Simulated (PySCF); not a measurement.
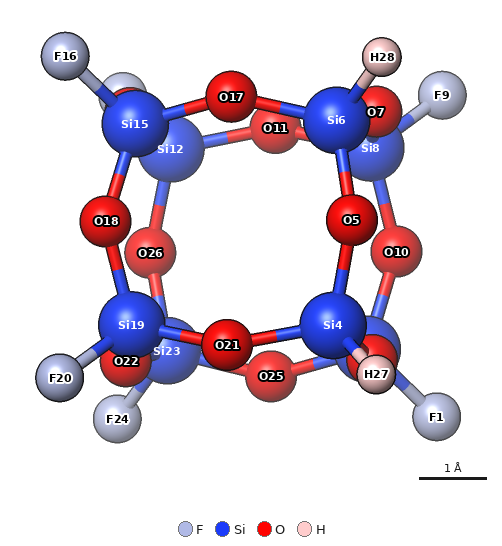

*The input geometry (ball-and-stick view, seen at a tilt; atoms are numbered from 1 in the order of the input).*

Bond lengths as drawn: F–Si 1.58 Å, H–Si 1.44 Å and O–Si 1.60 to 1.62 Å.

Si8H2O12F6: excited-state calculation

Si8H2O12F6, computed with TDA CAM-B3LYP/def2-SVP, vertical, gas phase, core orbitals frozen in the response, virtual orbitals cut by energy (PySCF 2.14.0).

The geometry comes from this level: GFN2-xTB.

Input
```
{"job": {"kind": "uv", "basis": "def2-SVP", "grid": 1, "kgrid": 0, "vcut": 1.5, "nstates": 6, "ntriplets": 2, "tda": true, "delta": ["ip_vertical"], "pop": true, "xc": "CAM-B3LYP"}, "charge": 0, "multiplicity": 1}
F     -1.047970    -3.220900     2.514058
Si    -0.646146    -2.017090     1.569551
O      0.869044    -2.253839     1.107987
Si     2.100803    -1.674976     0.227668
O      1.674794    -1.578034    -1.327982
Si     0.678907    -0.945619    -2.432168
O     -0.852045    -1.369462    -2.111351
Si    -2.042889    -1.300538    -1.042988
F     -3.276420    -2.077935    -1.656547
O     -1.667930    -2.043873     0.330535
O     -2.530927     0.208983    -0.782388
Si    -2.058053     1.639534    -0.231875
F     -3.288682     2.621214    -0.369745
O     -0.864479     2.251401    -1.111747
Si     0.655489     2.009149    -1.576512
F      1.044891     3.224221    -2.511651
O      0.810923     0.669708    -2.440381
O      1.666161     2.046878    -0.328741
Si     2.050866     1.292997     1.036301
F      3.273418     2.080265     1.659114
O      2.530329    -0.213221     0.780207
O      0.856331     1.369734     2.109399
Si    -0.658906     0.922227     2.386058
F     -1.054330     1.474437     3.812812
O     -0.807514    -0.674107     2.438779
O     -1.671618     1.575880     1.325298
H      3.222301    -2.564382     0.375674
H      1.021111    -1.436236    -3.740837
```

The first line tells a small driver script what to run in PySCF; the rest is the geometry in Å.

Run on 2 CPU threads, shared host.

Run as:
```bash
OMP_NUM_THREADS=2 python <driver script> task.json out
```

Output
```
start: PBE on a coarse grid of 31999 points
cycle   1  E = -3813.7544851681  dE =  6.394e+00  |g| = 2.806e+00  |ddm| = 7.210e+00
cycle   2  E = -3810.8570724443  dE =  2.897e+00  |g| = 4.845e+00  |ddm| = 5.528e+00
cycle   3  E = -3815.1534148401  dE = -4.296e+00  |g| = 1.849e-01  |ddm| = 3.728e+00
cycle   4  E = -3815.1541413343  dE = -7.265e-04  |g| = 1.872e-01  |ddm| = 2.920e-01
cycle   5  E = -3815.1604507764  dE = -6.309e-03  |g| = 3.008e-02  |ddm| = 1.432e-01
cycle   6  E = -3815.1606228575  dE = -1.721e-04  |g| = 6.331e-03  |ddm| = 2.786e-02
final grid: 138384 points
cycle   7  E = -3818.2882270158  dE = -1.733e-02  |g| = 1.787e-01  |ddm| = 4.399e-01
cycle   8  E = -3818.2874724271  dE =  7.546e-04  |g| = 1.892e-01  |ddm| = 2.369e-01
cycle   9  E = -3818.2935090464  dE = -6.037e-03  |g| = 9.435e-03  |ddm| = 1.241e-01
cycle  10  E = -3818.2935190831  dE = -1.004e-05  |g| = 4.397e-03  |ddm| = 8.980e-03
cycle  11  E = -3818.2935239665  dE = -4.883e-06  |g| = 1.381e-03  |ddm| = 3.646e-03
cycle  12  E = -3818.2935276825  dE = -3.716e-06  |g| = 1.166e-04  |ddm| = 1.088e-03
cycle  13  E = -3818.2935254653  dE =  2.217e-06  |g| = 7.346e-05  |ddm| = 1.616e-04
converged SCF energy = -3818.2935254653
Vertical ionisation energy (delta-SCF) = 12.3224 eV   <S^2> = 0.754

Static polarisability (au): isotropic 128.188, principal 126.735 128.354 129.475

Singlet excitations
state   eV       nm        f      main configurations
  1   8.1307    152.5   0.00000   H->L 0.94
  2   8.8230    140.5   0.00021   H-1->L 0.90
  3   8.8408    140.2   0.00000   H-2->L 0.90
  4   8.8575    140.0   0.00009   H-4->L 0.87
  5   9.1868    135.0   0.00183   H-6->L 0.92
  6   9.2029    134.7   0.00006   H-7->L 0.82, H-5->L 0.09

Triplet excitations (Tamm-Dancoff, eV): 7.9515 8.4874
```

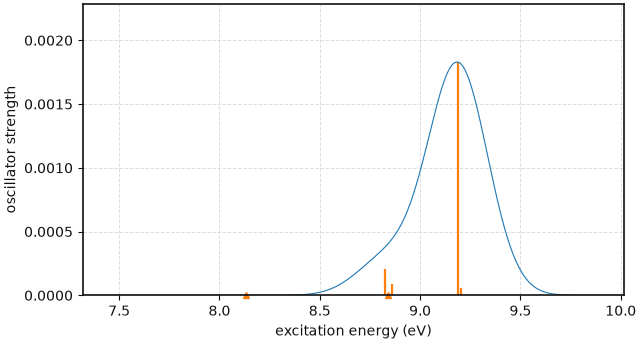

*Computed excitations as sticks (degenerate states added up, dark ones marked on the axis), with a Gaussian envelope of 0.35 eV full width at half maximum, scaled to the tallest.*

Of the 6 states the lowest lies at 8.13 eV (f = 0.000); the strongest line is at 9.19 eV, or 135 nm (f = 0.002).

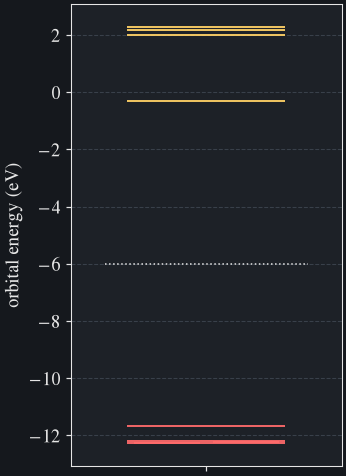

*Orbital energies near the frontier; the dotted line parts filled from empty levels, and levels within 0.02 eV of each other stand side by side.*

Highest filled −11.67 eV, lowest empty −0.31 eV, 11.36 eV apart.

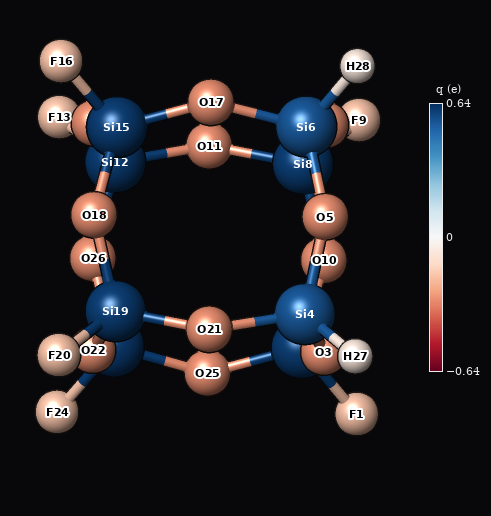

*Hirshfeld charges, as the colour of each atom (ball-and-stick view, seen at a tilt; atoms are numbered from 1 in the order of the input).*

By element: F −0.18, Si +0.54 to +0.61, O −0.29 and H −0.07 e.

Summary

| quantity | value |
| --- | --- |
| outcome | converged |
| total energy | −3818.293525 hartree |
| HOMO | −11.67 eV |
| LUMO | −0.31 eV |
| dipole moment | 3.19 D |
| mean polarisability | 128.19 a.u. |
| vertical ionisation energy | 12.32 eV |
| lowest singlet excitation | 8.13 eV |
| wall time | 5.7 min (CPU time 11 min) |
| peak memory | 1.8 GiB |
